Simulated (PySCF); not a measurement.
# Geometry relaxation of Si4H8O4

The run: geometry relaxation of Si4H8O4, SMILES O1[SiH2]O[SiH2]O[SiH2]O[SiH2]1. Method and program: PBE0-D3(BJ)/def2-SVP geometry optimisation, gas phase (PySCF 2.14.0).

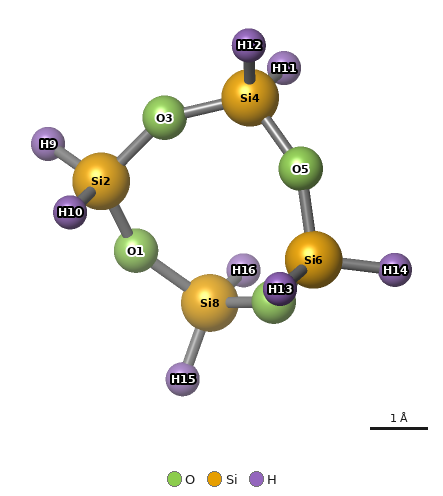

Fig. 1: The input geometry (ball-and-stick view, seen at a tilt; atoms are numbered from 1 in the order of the input).

The input
```
{"job": {"xc": "PBE0", "basis": "def2-SVP", "d3": "d3bj", "grid": 2, "kind": "geom", "shake": 0.01}, "charge": 0, "multiplicity": 1}
O      1.858661    -0.329372     0.367923
Si     1.047729    -0.804038     1.686038
O     -0.491271    -1.236492     1.358262
Si    -1.753842    -1.101049     0.432224
O     -1.839307     0.300282    -0.364827
Si    -1.066730     1.577342    -1.001125
O      0.483147     1.224399    -1.366594
Si     1.812836     0.334948    -1.128922
H      1.722801    -2.015658     2.123128
H      1.011387     0.314215     2.634744
H     -1.748903    -2.174015    -0.546408
H     -2.908999    -1.071415     1.360354
H     -1.082754     2.650466    -0.016406
H     -1.737544     1.828352    -2.264079
H      2.909718     1.248854    -1.181665
H      1.771617    -0.758133    -2.070501
```

The first line tells a small driver script what to run in PySCF; the rest is the geometry in Å.

Run on 1 CPU thread, shared host.

Command:
```bash
OMP_NUM_THREADS=1 python <driver script> task.json out
```

The program's output
```
step   0  E = -1462.61349324  max force = 0.055913
step   1  E = -1462.63034924  max force = 0.006749
step   2  E = -1462.63064244  max force = 0.002440
step   3  E = -1462.63068388  max force = 0.000647
step   4  E = -1462.63069690  max force = 0.000652
step   5  E = -1462.63072167  max force = 0.001122
step   6  E = -1462.63075119  max force = 0.001670
step   7  E = -1462.63079590  max force = 0.002024
step   8  E = -1462.63083207  max force = 0.001669
step   9  E = -1462.63086260  max force = 0.000805
step  10  E = -1462.63088033  max force = 0.000533
step  11  E = -1462.63088554  max force = 0.000664
step  12  E = -1462.63089374  max force = 0.000572
step  13  E = -1462.63089994  max force = 0.000829
step  14  E = -1462.63083611  max force = 0.002160
step  15  E = -1462.63088311  max force = 0.001162
step  16  E = -1462.63089224  max force = 0.001348
step  17  E = -1462.63090639  max force = 0.000686
step  18  E = -1462.63090930  max force = 0.000283
optimisation converged
```

Trajectory as extended XYZ (Å, eV, eV/Å), 7 of the 19 frames kept, from step=0 to step=18
```
16
Properties=species:S:1:pos:R:3:forces:R:3 step=0 energy=-39799.74036
O     1.8587   -0.3294    0.3679    0.2155   0.1935  -0.4101
Si    1.0477   -0.8040    1.6860    0.2790  -0.2762   0.6379
O    -0.4913   -1.2365    1.3583    1.9783  -0.1733   1.3123
Si   -1.7538   -1.1011    0.4322   -2.8752  -0.3856  -0.2823
O    -1.8393    0.3003   -0.3648   -0.0954   0.3877  -0.2155
Si   -1.0667    1.5773   -1.0011   -0.1632   0.2273  -0.4097
O     0.4832    1.2244   -1.3666   -0.3635   0.4027  -0.0874
Si    1.8128    0.3350   -1.1289    0.1328  -0.2795   0.3486
H     1.7228   -2.0157    2.1231    0.2880  -0.4024   0.5118
H     1.0114    0.3142    2.6347    0.0292   0.2110   0.3663
H    -1.7489   -2.1740   -0.5464   -0.0920  -0.5934  -0.4501
H    -2.9090   -1.0714    1.3603   -0.2617  -0.2971  -0.0874
H    -1.0828    2.6505   -0.0164   -0.0380   0.5602   0.2896
H    -1.7375    1.8283   -2.2641   -0.3247   0.4694  -0.5159
H     2.9097    1.2489   -1.1817    1.0712   0.5602  -0.3132
H     1.7716   -0.7581   -2.0705    0.2197  -0.6046  -0.6948
16
Properties=species:S:1:pos:R:3:forces:R:3 step=3 energy=-39800.20814
O     1.8674   -0.3217    0.3637   -0.0038   0.0119  -0.0115
Si    1.0925   -0.8448    1.7231   -0.0014  -0.0175   0.0114
O    -0.4740   -1.2321    1.3793    0.0208   0.0042   0.0208
Si   -1.8480   -1.1169    0.4753   -0.0333  -0.0024  -0.0206
O    -1.8647    0.3026   -0.3664   -0.0085  -0.0211   0.0078
Si   -1.1033    1.5941   -1.0534    0.0060   0.0296  -0.0170
O     0.4744    1.2320   -1.3737   -0.0105  -0.0086   0.0118
Si    1.8566    0.3621   -1.1385    0.0300   0.0026  -0.0142
H     1.7816   -2.0627    2.2178   -0.0004   0.0010  -0.0021
H     1.1051    0.2444    2.7358    0.0025   0.0026   0.0023
H    -1.8859   -2.2479   -0.4903    0.0039   0.0016   0.0030
H    -3.0193   -1.1380    1.3870    0.0058   0.0042   0.0045
H    -1.1486    2.7387   -0.1045   -0.0004  -0.0008  -0.0004
H    -1.7816    1.9163   -2.3338   -0.0004  -0.0051   0.0012
H     3.0163    1.2836   -1.2435   -0.0112  -0.0064   0.0006
H     1.9202   -0.7211   -2.1561    0.0007   0.0042   0.0022
16
Properties=species:S:1:pos:R:3:forces:R:3 step=6 energy=-39800.20997
O     1.8735   -0.3088    0.3471   -0.0321  -0.0116   0.0123
Si    1.1242   -0.8680    1.7075    0.0413   0.0058   0.0112
O    -0.4562   -1.2228    1.4008   -0.0859   0.0425  -0.0830
Si   -1.8589   -1.0980    0.5349    0.0765  -0.0381   0.0754
O    -1.8794    0.2905   -0.3542    0.0502   0.0290  -0.0101
Si   -1.1336    1.5632   -1.0959   -0.0262  -0.0132   0.0101
O     0.4528    1.2197   -1.3856    0.0004  -0.0210   0.0051
Si    1.8630    0.3984   -1.1429   -0.0098   0.0073  -0.0027
H     1.8093   -2.1115    2.1413    0.0009   0.0007  -0.0001
H     1.1850    0.1873    2.7544   -0.0024  -0.0052  -0.0014
H    -1.9495   -2.2597   -0.3888   -0.0127  -0.0036  -0.0011
H    -2.9928   -1.0596    1.4917   -0.0093  -0.0057  -0.0049
H    -1.2107    2.7490   -0.2017   -0.0027   0.0037  -0.0044
H    -1.8085    1.8066   -2.3953   -0.0009   0.0055  -0.0017
H     2.9867    1.3650   -1.2139    0.0110   0.0074  -0.0003
H     1.9836   -0.6626   -2.1775    0.0014  -0.0036  -0.0043
16
Properties=species:S:1:pos:R:3:forces:R:3 step=9 energy=-39800.21301
O     1.8864   -0.2669    0.2929    0.0166  -0.0308   0.0135
Si    1.2246   -0.9287    1.6500    0.0017   0.0153  -0.0084
O    -0.3910   -1.1791    1.4456   -0.0253   0.0131  -0.0291
Si   -1.8673   -1.0392    0.7240    0.0292  -0.0155   0.0235
O    -1.8984    0.2491   -0.3028    0.0213   0.0383  -0.0114
Si   -1.2270    1.4515   -1.2113   -0.0315  -0.0414   0.0335
O     0.3830    1.1804   -1.4230    0.0333   0.0190  -0.0287
Si    1.8659    0.5126   -1.1582   -0.0406   0.0064   0.0097
H     1.8790   -2.2378    1.9019   -0.0005  -0.0028  -0.0014
H     1.4235    0.0110    2.7853   -0.0024  -0.0033   0.0014
H    -2.1362   -2.2771   -0.0546   -0.0067  -0.0009   0.0003
H    -2.8861   -0.8223    1.7826   -0.0042  -0.0017  -0.0029
H    -1.4071    2.7462   -0.5026    0.0006   0.0018  -0.0006
H    -1.8878    1.4591   -2.5413    0.0035   0.0011  -0.0029
H     2.8772    1.5997   -1.1295    0.0032   0.0041   0.0039
H     2.1499   -0.4699   -2.2372    0.0018  -0.0027  -0.0006
16
Properties=species:S:1:pos:R:3:forces:R:3 step=12 energy=-39800.21385
O     1.8927   -0.2754    0.2759   -0.0090   0.0006  -0.0232
Si    1.2444   -0.9727    1.6202   -0.0023  -0.0026   0.0112
O    -0.3805   -1.1751    1.4416    0.0172  -0.0147   0.0191
Si   -1.8745   -1.0109    0.7707   -0.0234   0.0119  -0.0212
O    -1.8955    0.2551   -0.2843   -0.0104  -0.0147   0.0221
Si   -1.2415    1.4317   -1.2327    0.0192   0.0194  -0.0294
O     0.3762    1.1879   -1.4305   -0.0226   0.0019   0.0202
Si    1.8673    0.5473   -1.1519    0.0293  -0.0008   0.0001
H     1.8708   -2.3064    1.8068   -0.0001  -0.0009  -0.0012
H     1.4879   -0.0847    2.7877    0.0017  -0.0006  -0.0004
H    -2.2105   -2.2564    0.0311    0.0027   0.0005  -0.0010
H    -2.8535   -0.7387    1.8541    0.0028   0.0017   0.0013
H    -1.4491    2.7490   -0.5751   -0.0001  -0.0004   0.0015
H    -1.8919    1.3780   -2.5672   -0.0009  -0.0002   0.0031
H     2.8508    1.6582   -1.0732   -0.0032  -0.0032  -0.0017
H     2.1957   -0.3982   -2.2514   -0.0009   0.0021  -0.0006
16
Properties=species:S:1:pos:R:3:forces:R:3 step=15 energy=-39800.21356
O     1.8964   -0.3068    0.2141   -0.0347   0.0085  -0.0078
Si    1.2903   -1.1132    1.5166    0.0408   0.0143  -0.0159
O    -0.3517   -1.1734    1.4440   -0.0538  -0.0290   0.0372
Si   -1.8873   -0.9081    0.9129    0.0598   0.0106  -0.0175
O    -1.8932    0.2817   -0.2254   -0.0360  -0.0100   0.0104
Si   -1.2806    1.3754   -1.2908    0.0531   0.0179  -0.0403
O     0.3515    1.2000   -1.4368   -0.0522  -0.0158   0.0398
Si    1.8700    0.6422   -1.1322    0.0375  -0.0032  -0.0008
H     1.8205   -2.5013    1.4996   -0.0013   0.0007   0.0004
H     1.6859   -0.3917    2.7550    0.0012  -0.0032  -0.0001
H    -2.4071   -2.1599    0.3024   -0.0073  -0.0017   0.0014
H    -2.7199   -0.4715    2.0629   -0.0031  -0.0011   0.0025
H    -1.5675    2.7438   -0.7861   -0.0051   0.0029  -0.0040
H    -1.8987    1.1370   -2.6210   -0.0057   0.0064   0.0048
H     2.7614    1.8089   -0.9030    0.0043  -0.0012  -0.0055
H     2.3185   -0.1744   -2.2905    0.0026   0.0040  -0.0045
16
Properties=species:S:1:pos:R:3:forces:R:3 step=18 energy=-39800.21428
O     1.8912   -0.3037    0.1915    0.0010  -0.0071   0.0111
Si    1.3105   -1.1524    1.4778    0.0100   0.0078  -0.0100
O    -0.3350   -1.1755    1.4593   -0.0138  -0.0024   0.0056
Si   -1.8777   -0.8729    0.9697    0.0121  -0.0047   0.0054
O    -1.8982    0.2800   -0.2056   -0.0029   0.0073  -0.0136
Si   -1.3026    1.3395   -1.3167   -0.0103  -0.0087   0.0146
O     0.3321    1.1939   -1.4361    0.0145   0.0044  -0.0100
Si    1.8660    0.6833   -1.1255   -0.0110   0.0025  -0.0034
H     1.8087   -2.5495    1.3854   -0.0012   0.0003  -0.0010
H     1.7635   -0.4934    2.7311   -0.0016   0.0004   0.0010
H    -2.4590   -2.1260    0.4198   -0.0006  -0.0003  -0.0007
H    -2.6534   -0.3761    2.1356    0.0005   0.0002  -0.0013
H    -1.6278    2.7223   -0.8786    0.0002   0.0000   0.0005
H    -1.9063    1.0281   -2.6384    0.0016  -0.0006  -0.0008
H     2.7144    1.8713   -0.8472    0.0001   0.0010   0.0016
H     2.3623   -0.0803   -2.3003    0.0013   0.0001   0.0010
```

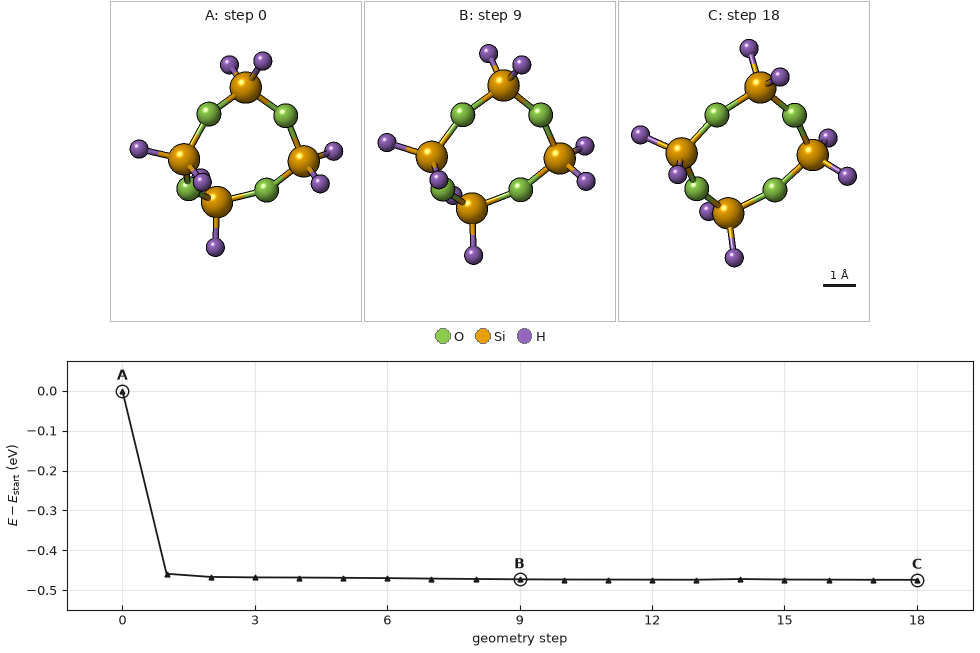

Fig. 2: Frames of the relaxation (ball-and-stick view, seen at a tilt) above the curves, on which the letters mark them (steps are counted from 0).

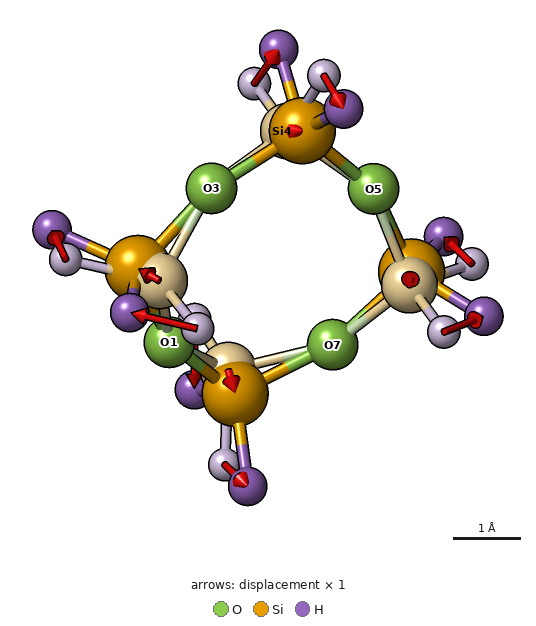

Fig. 3: Start (faint) and end (solid) with the displacements as red arrows, at true length (ball-and-stick view, seen at a tilt). The two geometries are laid on each other by the best rigid fit. Over 18 geometry steps the energy falls by 0.474 eV. The largest force component goes from 2.9 to 0.015 eV/Å. H16 moves most after the best rigid fit: 1.06 Å. By element the largest moves are H 1.06 Å, Si 0.46 Å, O 0.05 Å. Among the contacts that change: O3–Si4 1.572 → 1.647 Å, Si8–H15 1.429 → 1.486 Å, Si8–H16 1.443 → 1.486 Å, Si4–O5 1.614 → 1.646 Å. Among the angles that change: Si2–O3–Si4 148.6° → 159.6°, Si6–O7–Si8 150.2° → 160.0°, Si4–O5–Si6 148.4° → 158.1°. (Atoms are counted from 1 in the order of the input.)

Summary

| quantity | value |
| --- | --- |
| outcome | converged |
| total energy | −1462.630909 hartree |
| dipole moment | 0.01 D |
| wall time | 7.8 min |
| peak memory | 0.84 GiB |
